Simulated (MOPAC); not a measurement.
**Run report: TiCl$_{2}$F$_{2}$ (charge +1), geometry relaxation (part 3 of 3)**

The same run, continued: TiCl$_{2}$F$_{2}$, charge +1, multiplicity 2; PM6-DH2, unrestricted, dispersion DH2 (MOPAC 23.2.5). The starting geometry was optimised with PM6-DH2.

Geometry of the input (Å):
```
F  -0.2087  -0.1755  1.8058
Ti 0.0293  -0.0294  0.0335
F  1.3903  -1.0228  -0.5827
Cl -1.7724  -0.8053  -0.8974
Cl 0.5537  2.0422  -0.3514
```

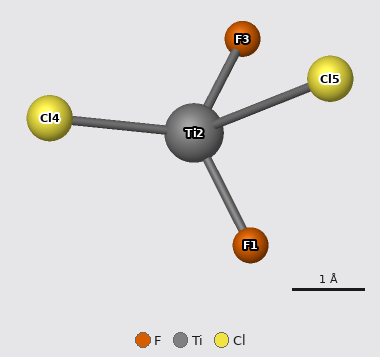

**Figure 1.** The geometry at step 112 of the log (ball-and-stick view, seen at a tilt; atoms are numbered from 1 in the order of the input).

Trajectory as extended XYZ, continued:
```
5
Properties=species:S:1:pos:R:3:forces:R:3 step=87 energy=-0.35872
F    -0.2044    0.1707    1.7681   -0.0098   0.0044  -0.0048
Ti   -0.0844   -0.3742    0.0813   -0.0028   0.0024  -0.0008
F     1.4519   -0.7587   -0.7177   -0.0023   0.0110  -0.0126
Cl   -1.8711   -0.9036   -0.9442   -0.0033  -0.0151   0.0091
Cl    0.7363    2.0945   -0.2337    0.0181  -0.0027   0.0090
5
Properties=species:S:1:pos:R:3:forces:R:3 step=89 energy=-0.36065
F    -0.2283    0.1805    1.7592    0.0016   0.0018   0.0001
Ti   -0.0902   -0.3681    0.0750   -0.0028   0.0080   0.0037
F     1.4458   -0.7344   -0.7358    0.0044  -0.0005  -0.0083
Cl   -1.8757   -0.9330   -0.9310   -0.0120  -0.0124  -0.0027
Cl    0.7696    2.0918   -0.2197    0.0088   0.0030   0.0072
5
Properties=species:S:1:pos:R:3:forces:R:3 step=91 energy=-0.36084
F    -0.2249    0.1832    1.7592   -0.0044  -0.0050  -0.0006
Ti   -0.0903   -0.3668    0.0749   -0.0135  -0.0080  -0.0257
F     1.4452   -0.7383   -0.7360   -0.0137   0.0169   0.0042
Cl   -1.8772   -0.9355   -0.9333    0.0182  -0.0031   0.0201
Cl    0.7691    2.0936   -0.2172    0.0135  -0.0008   0.0020
5
Properties=species:S:1:pos:R:3:forces:R:3 step=92 energy=-0.36093
F    -0.2281    0.1807    1.7593   -0.0008   0.0007  -0.0019
Ti   -0.0906   -0.3676    0.0748   -0.0009   0.0080  -0.0006
F     1.4457   -0.7341   -0.7359   -0.0004   0.0027  -0.0050
Cl   -1.8762   -0.9342   -0.9311   -0.0078  -0.0128   0.0012
Cl    0.7705    2.0921   -0.2193    0.0099   0.0013   0.0062
5
Properties=species:S:1:pos:R:3:forces:R:3 step=94 energy=-0.36099
F    -0.2273    0.1806    1.7593   -0.0025   0.0004  -0.0018
Ti   -0.0907   -0.3671    0.0746   -0.0030   0.0031  -0.0031
F     1.4456   -0.7350   -0.7355   -0.0024   0.0063  -0.0040
Cl   -1.8765   -0.9346   -0.9315   -0.0034  -0.0103   0.0044
Cl    0.7703    2.0926   -0.2191    0.0113   0.0005   0.0044
5
Properties=species:S:1:pos:R:3:forces:R:3 step=96 energy=-0.36109
F    -0.2250    0.1780    1.7615   -0.0093   0.0060  -0.0057
Ti   -0.0928   -0.3656    0.0751    0.0050  -0.0044  -0.0024
F     1.4442   -0.7328   -0.7338   -0.0016   0.0054  -0.0071
Cl   -1.8767   -0.9364   -0.9333   -0.0034  -0.0052   0.0089
Cl    0.7724    2.0929   -0.2208    0.0093  -0.0018   0.0063
5
Properties=species:S:1:pos:R:3:forces:R:3 step=97 energy=-0.36111
F    -0.2269    0.1796    1.7602   -0.0044  -0.0003  -0.0034
Ti   -0.0913   -0.3667    0.0749   -0.0036   0.0049  -0.0012
F     1.4452   -0.7338   -0.7350   -0.0006   0.0065  -0.0048
Cl   -1.8765   -0.9351   -0.9320   -0.0030  -0.0100   0.0056
Cl    0.7712    2.0925   -0.2199    0.0117  -0.0011   0.0037
5
Properties=species:S:1:pos:R:3:forces:R:3 step=99 energy=-0.36114
F    -0.2271    0.1772    1.7613   -0.0048   0.0031  -0.0040
Ti   -0.0921   -0.3660    0.0752   -0.0007   0.0014  -0.0030
F     1.4453   -0.7314   -0.7341   -0.0011   0.0045  -0.0059
Cl   -1.8768   -0.9354   -0.9321   -0.0031  -0.0092   0.0058
Cl    0.7724    2.0921   -0.2216    0.0097   0.0003   0.0070
5
Properties=species:S:1:pos:R:3:forces:R:3 step=100 energy=-0.36115
F    -0.2272    0.1780    1.7610   -0.0047   0.0018  -0.0038
Ti   -0.0918   -0.3663    0.0752   -0.0018   0.0025  -0.0026
F     1.4452   -0.7322   -0.7346   -0.0009   0.0056  -0.0051
Cl   -1.8766   -0.9353   -0.9321   -0.0032  -0.0094   0.0059
Cl    0.7720    2.0922   -0.2211    0.0106  -0.0004   0.0056
5
Properties=species:S:1:pos:R:3:forces:R:3 step=102 energy=-0.36107
F    -0.2278    0.1836    1.7587   -0.0031  -0.0073  -0.0023
Ti   -0.0896   -0.3680    0.0750   -0.0083   0.0094  -0.0036
F     1.4447   -0.7376   -0.7378    0.0009   0.0124   0.0005
Cl   -1.8754   -0.9341   -0.9316   -0.0041  -0.0114   0.0059
Cl    0.7691    2.0930   -0.2174    0.0146  -0.0030  -0.0004
5
Properties=species:S:1:pos:R:3:forces:R:3 step=104 energy=-0.36122
F    -0.2279    0.1771    1.7613   -0.0050   0.0015  -0.0039
Ti   -0.0919   -0.3664    0.0754   -0.0020   0.0039  -0.0034
F     1.4455   -0.7308   -0.7346   -0.0005   0.0050  -0.0045
Cl   -1.8768   -0.9351   -0.9319   -0.0031  -0.0098   0.0062
Cl    0.7725    2.0918   -0.2219    0.0107  -0.0006   0.0056
5
Properties=species:S:1:pos:R:3:forces:R:3 step=105 energy=-0.36123
F    -0.2279    0.1765    1.7613   -0.0054   0.0026  -0.0037
Ti   -0.0920   -0.3662    0.0752   -0.0019   0.0021  -0.0029
F     1.4458   -0.7305   -0.7341   -0.0006   0.0051  -0.0055
Cl   -1.8771   -0.9352   -0.9317   -0.0024  -0.0091   0.0061
Cl    0.7728    2.0919   -0.2222    0.0103  -0.0007   0.0061
5
Properties=species:S:1:pos:R:3:forces:R:3 step=107 energy=-0.36121
F    -0.2268    0.1798    1.7603   -0.0071  -0.0023  -0.0034
Ti   -0.0914   -0.3661    0.0749   -0.0048   0.0011  -0.0017
F     1.4445   -0.7345   -0.7355    0.0018   0.0111  -0.0032
Cl   -1.8761   -0.9356   -0.9322   -0.0038  -0.0088   0.0070
Cl    0.7713    2.0927   -0.2195    0.0139  -0.0011   0.0013
5
Properties=species:S:1:pos:R:3:forces:R:3 step=108 energy=-0.36127
F    -0.2284    0.1754    1.7615   -0.0061   0.0040  -0.0039
Ti   -0.0922   -0.3660    0.0751   -0.0011   0.0017  -0.0023
F     1.4461   -0.7294   -0.7337   -0.0010   0.0043  -0.0056
Cl   -1.8774   -0.9354   -0.9314   -0.0023  -0.0091   0.0060
Cl    0.7734    2.0918   -0.2228    0.0104  -0.0009   0.0059
5
Properties=species:S:1:pos:R:3:forces:R:3 step=110 energy=-0.36128
F    -0.2287    0.1747    1.7617   -0.0060   0.0038  -0.0038
Ti   -0.0923   -0.3659    0.0751   -0.0004   0.0014  -0.0026
F     1.4464   -0.7286   -0.7334   -0.0011   0.0045  -0.0059
Cl   -1.8776   -0.9354   -0.9312   -0.0025  -0.0091   0.0057
Cl    0.7738    2.0916   -0.2233    0.0100  -0.0006   0.0066
5
Properties=species:S:1:pos:R:3:forces:R:3 step=112 energy=-0.36129
F    -0.2281    0.1756    1.7619   -0.0069   0.0031  -0.0040
Ti   -0.0925   -0.3664    0.0756    0.0007   0.0022  -0.0019
F     1.4460   -0.7282   -0.7338   -0.0013   0.0049  -0.0056
Cl   -1.8774   -0.9353   -0.9319   -0.0027  -0.0089   0.0059
Cl    0.7737    2.0913   -0.2231    0.0102  -0.0013   0.0056
5
Properties=species:S:1:pos:R:3:forces:R:3 step=113 energy=-0.36128
F    -0.2317    0.1706    1.7629   -0.0024   0.0087  -0.0050
Ti   -0.0920   -0.3655    0.0755   -0.0060  -0.0032  -0.0025
F     1.4477   -0.7249   -0.7329   -0.0001   0.0016  -0.0068
Cl   -1.8781   -0.9345   -0.9300   -0.0005  -0.0090   0.0046
Cl    0.7752    2.0906   -0.2263    0.0090   0.0020   0.0096
5
Properties=species:S:1:pos:R:3:forces:R:3 step=115 energy=-0.36130
F    -0.2292    0.1737    1.7622   -0.0066   0.0028  -0.0037
Ti   -0.0924   -0.3661    0.0755    0.0001   0.0032  -0.0040
F     1.4467   -0.7271   -0.7333   -0.0006   0.0041  -0.0052
Cl   -1.8777   -0.9350   -0.9312   -0.0028  -0.0096   0.0063
Cl    0.7742    2.0911   -0.2243    0.0100  -0.0005   0.0066
5
Properties=species:S:1:pos:R:3:forces:R:3 step=117 energy=-0.36128
F    -0.2282    0.1788    1.7626   -0.0089  -0.0030  -0.0031
Ti   -0.0932   -0.3687    0.0779    0.0043   0.0138  -0.0106
F     1.4445   -0.7243   -0.7366   -0.0019   0.0003  -0.0015
Cl   -1.8767   -0.9358   -0.9333   -0.0021  -0.0100   0.0102
Cl    0.7750    2.0893   -0.2228    0.0086  -0.0010   0.0050
5
Properties=species:S:1:pos:R:3:forces:R:3 step=118 energy=-0.36134
F    -0.2301    0.1732    1.7617   -0.0060   0.0040  -0.0040
Ti   -0.0925   -0.3653    0.0747   -0.0012   0.0003  -0.0027
F     1.4470   -0.7267   -0.7331   -0.0012   0.0043  -0.0056
Cl   -1.8782   -0.9360   -0.9303   -0.0018  -0.0089   0.0057
Cl    0.7753    2.0914   -0.2239    0.0102   0.0004   0.0066
5
Properties=species:S:1:pos:R:3:forces:R:3 step=120 energy=-0.36134
F    -0.2298    0.1737    1.7616   -0.0065   0.0050  -0.0034
Ti   -0.0927   -0.3660    0.0750    0.0018   0.0024  -0.0010
F     1.4468   -0.7264   -0.7332   -0.0005   0.0046  -0.0067
Cl   -1.8782   -0.9360   -0.9306   -0.0037  -0.0090   0.0043
Cl    0.7754    2.0916   -0.2239    0.0089  -0.0031   0.0068
5
Properties=species:S:1:pos:R:3:forces:R:3 step=121 energy=-0.36111
F    -0.2270    0.1806    1.7610   -0.0128  -0.0054   0.0035
Ti   -0.0944   -0.3725    0.0780    0.0242   0.0484  -0.0086
F     1.4448   -0.7225   -0.7357    0.0012  -0.0047  -0.0055
Cl   -1.8777   -0.9360   -0.9335   -0.0132  -0.0154   0.0042
Cl    0.7762    2.0911   -0.2221    0.0006  -0.0228   0.0063
5
Properties=species:S:1:pos:R:3:forces:R:3 step=123 energy=-0.36138
F    -0.2311    0.1734    1.7612   -0.0053   0.0040  -0.0042
Ti   -0.0925   -0.3648    0.0742   -0.0018  -0.0002  -0.0024
F     1.4470   -0.7265   -0.7337   -0.0015   0.0049  -0.0052
Cl   -1.8785   -0.9371   -0.9296   -0.0015  -0.0088   0.0053
Cl    0.7763    2.0916   -0.2233    0.0101   0.0001   0.0065
5
Properties=species:S:1:pos:R:3:forces:R:3 step=125 energy=-0.36138
F    -0.2307    0.1744    1.7612   -0.0059   0.0036  -0.0039
Ti   -0.0926   -0.3658    0.0747    0.0007   0.0026  -0.0025
F     1.4468   -0.7262   -0.7340   -0.0019   0.0050  -0.0050
Cl   -1.8784   -0.9368   -0.9300   -0.0021  -0.0087   0.0052
Cl    0.7761    2.0915   -0.2231    0.0092  -0.0025   0.0062
5
Properties=species:S:1:pos:R:3:forces:R:3 step=126 energy=-0.36118
F    -0.2393    0.1671    1.7651    0.0057   0.0056  -0.0216
Ti   -0.0924   -0.3674    0.0775    0.0073   0.0088  -0.0084
F     1.4501   -0.7127   -0.7356   -0.0214  -0.0093   0.0067
Cl   -1.8795   -0.9348   -0.9277    0.0060  -0.0108   0.0068
Cl    0.7809    2.0867   -0.2305    0.0025   0.0057   0.0165
5
Properties=species:S:1:pos:R:3:forces:R:3 step=128 energy=-0.36140
F    -0.2328    0.1725    1.7617   -0.0046   0.0036  -0.0042
Ti   -0.0925   -0.3657    0.0749   -0.0006   0.0022  -0.0035
F     1.4475   -0.7236   -0.7342   -0.0017   0.0036  -0.0047
Cl   -1.8786   -0.9366   -0.9291   -0.0018  -0.0094   0.0048
Cl    0.7773    2.0906   -0.2245    0.0087   0.0000   0.0077
5
Properties=species:S:1:pos:R:3:forces:R:3 step=130 energy=-0.36192
F    -0.2636    0.2010    1.7387    0.0033  -0.0041   0.0159
Ti   -0.1025   -0.3506    0.0574   -0.0378  -0.0224  -0.0211
F     1.4363   -0.6959   -0.7629   -0.0015  -0.0126   0.0003
Cl   -1.8897   -0.9935   -0.9077    0.0291   0.0063   0.0103
Cl    0.8307    2.0889   -0.1878    0.0069   0.0328  -0.0055
5
Properties=species:S:1:pos:R:3:forces:R:3 step=131 energy=-0.36217
F    -0.2525    0.1949    1.7447   -0.0018  -0.0025   0.0068
Ti   -0.1003   -0.3536    0.0615   -0.0154  -0.0082  -0.0043
F     1.4364   -0.7102   -0.7555    0.0045   0.0031  -0.0019
Cl   -1.8847   -0.9792   -0.9146    0.0050  -0.0024   0.0038
Cl    0.8150    2.0929   -0.1955    0.0078   0.0101  -0.0044
5
Properties=species:S:1:pos:R:3:forces:R:3 step=133 energy=-0.36220
F    -0.2548    0.1939    1.7451    0.0021  -0.0001   0.0022
Ti   -0.1024   -0.3520    0.0611   -0.0074  -0.0011  -0.0023
F     1.4347   -0.7062   -0.7570    0.0016  -0.0019   0.0005
Cl   -1.8851   -0.9841   -0.9137    0.0020   0.0000   0.0007
Cl    0.8208    2.0938   -0.1951    0.0018   0.0032  -0.0011
5
Properties=species:S:1:pos:R:3:forces:R:3 step=134 energy=-0.36220
F    -0.2533    0.1936    1.7453   -0.0003  -0.0002   0.0020
Ti   -0.1032   -0.3513    0.0607   -0.0025  -0.0003  -0.0012
F     1.4341   -0.7070   -0.7560    0.0009   0.0003  -0.0007
Cl   -1.8852   -0.9849   -0.9143    0.0008   0.0000   0.0008
Cl    0.8211    2.0947   -0.1949    0.0011   0.0002  -0.0008
5
Properties=species:S:1:pos:R:3:forces:R:3 step=136 energy=-0.36220
F    -0.2538    0.1931    1.7457    0.0002   0.0000  -0.0006
Ti   -0.1033   -0.3514    0.0609    0.0009   0.0009   0.0001
F     1.4341   -0.7063   -0.7562   -0.0004  -0.0002   0.0000
Cl   -1.8851   -0.9850   -0.9142   -0.0006  -0.0003   0.0001
Cl    0.8215    2.0946   -0.1953    0.0000  -0.0003   0.0004
```

Summary:

- outcome: converged
- total energy: −55.673479 hartree
- dispersion energy: −0.000964 hartree
- heat of formation: −8.35 kcal/mol
- basis functions: 35
- largest force: 0.001 eV/Å
- ⟨S²⟩: 0.752
- wall time: 0.97 s
- peak memory: 0.072 GiB

Notes:

MOPAC's energies along a path are heats of formation.
